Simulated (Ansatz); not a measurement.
## What a change does: single-point calculation on C₂H₇Ga

System: C₂H₇Ga.
Method of run 1: RKS PBE0-D4/def2-SVP (Ansatz 0.2.0).

The geometry comes from this level: r2SCAN-D4/def2-SVP. Text and figures count atoms from 1; the logs count them from 0 in places.

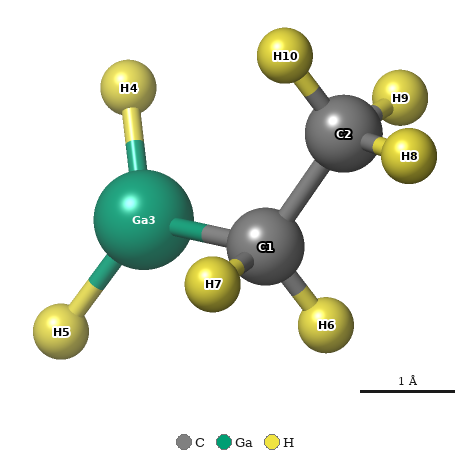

Figure 1. The structure (ball-and-stick view, seen at a tilt; atoms are numbered from 1 in the order of the input). Sticks mark near contacts. Bond lengths as drawn: C–C 1.53 Å, C–Ga 1.97 Å, C–H 1.10 to 1.11 Å and Ga–H 1.57 Å.

## The input, run 1
```yaml
crystal:
  periodic: [false, false, false]
  atoms:
    - {symbol: C, position_ang: [-0.412137, -0.180096, 0.461966]}
    - {symbol: C, position_ang: [-0.262592, -1.038460, -0.794364]}
    - {symbol: Ga, position_ang: [0.700466, 1.444797, 0.558209]}
    - {symbol: H, position_ang: [1.697209, 1.805605, -0.603242]}
    - {symbol: H, position_ang: [0.591979, 2.393770, 1.806366]}
    - {symbol: H, position_ang: [-1.462392, 0.144091, 0.598593]}
    - {symbol: H, position_ang: [-0.192394, -0.769107, 1.373477]}
    - {symbol: H, position_ang: [-0.911138, -1.931462, -0.768394]}
    - {symbol: H, position_ang: [-0.522149, -0.475868, -1.706447]}
    - {symbol: H, position_ang: [0.773147, -1.393261, -0.926173]}
basis:
  gaussian: {orbitals: def2-SVP, initial_orbitals: start.molden}
hamiltonian: {xc: pbe0, dispersion: d4}
scf: {omitted_lower_state_checks: [starts]}
output: {orbitals: {seedname: orbitals}}
```

Launched with:
```bash
ansatz run in.yaml --threads 2 --pin off --events-out ev --progress --plain --max-ram 4352MiB
```

Hardware: 2 threads of Intel Xeon, 54 GiB of memory available, shared host.

## Output (run 1)
```
Functional definition: PBE0
  parameter a = 0.25
  parameter kappa = 0.804
  parameter beta = 0.06672455060314922
  exchange = (1 - a)*pbe_x(kappa = kappa, mu = beta*pi^2/3) + a*exact_x
  correlation = pbe_c(beta = beta)
these checks for a lower state are left out or cut short: starts
981 factors; integrals over basis functions are off by at most 1.1e-3 eV
mean field evaluation 1: about -54547.6148 eV, gradient 4.2e0 eV
mean field evaluation 2: about -54547.6621 eV, gradient 3.5e-2 eV
mean field evaluation 4: about -54547.7399 eV, gradient 4.2e-4 eV
mean field -54547.73989965 eV, -2004.5924675261 hartree, gradient 2.0e-5 eV, S^2 0.000000; 0 other end points of the search recorded, 0 dependent functions left out
reference -54547.73992881 eV, -2004.5924685976 hartree; 25, 25 occupied and 70, 70 virtual orbitals, 981 factors
Total energy: -54547.87623226 eV, -2004.5974776570 hartree
Checks for a lower state left out: starts
```

For run 2 the input was changed thus:
```diff
-hamiltonian: {xc: pbe0, dispersion: d4}
+hamiltonian: {xc: pbe, dispersion: d4}
```

How does run 2 compare with run 1?

The total energies belong to different models, so their difference says nothing on which is more stable or more accurate. The HOMO goes from −7.51 to −6.28 eV. The LUMO goes from −1.35 to −2.15 eV.

## Output (run 2)
```
Functional definition: PBE
  parameter kappa = 0.804
  parameter beta = 0.06672455060314922
  exchange = pbe_x(kappa = kappa, mu = beta*pi^2/3)
  correlation = pbe_c(beta = beta)
these checks for a lower state are left out or cut short: starts
1077 factors; their error is unknown
mean field evaluation 1: about -54545.9134 eV, gradient 7.2e0 eV
mean field evaluation 2: about -54546.0446 eV, gradient 1.0e-1 eV
mean field evaluation 4: about -54546.0005 eV, gradient 1.3e-4 eV
mean field -54546.00050941 eV, -2004.5285461137 hartree, gradient 1.8e-5 eV, S^2 0.000000; 0 other end points of the search recorded, 0 dependent functions left out
reference -54546.00054740 eV, -2004.5285475099 hartree; 25, 25 occupied and 70, 70 virtual orbitals, 1077 factors
Total energy: -54546.16305208 eV, -2004.5345194467 hartree
Checks for a lower state left out: starts
```

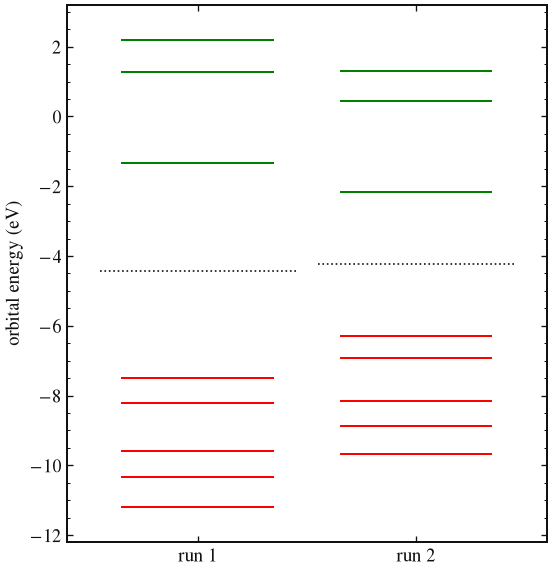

Figure 2. The five highest filled and three lowest empty orbital energies of the two runs; the dotted lines part filled from empty levels. The HOMO–LUMO gap is 6.16 eV in run 1 and 4.13 eV in run 2.

## The two runs side by side

| quantity | run 1 | run 2 |
| --- | --- | --- |
| outcome | converged | converged |
| total energy (hartree) | −2004.597478 | −2004.534519 |
| HOMO (eV) | −7.51 | −6.28 |
| LUMO (eV) | −1.35 | −2.15 |
| basis functions | 95 | 95 |
| wall time (shared host) | 0.95 s | 0.65 s |
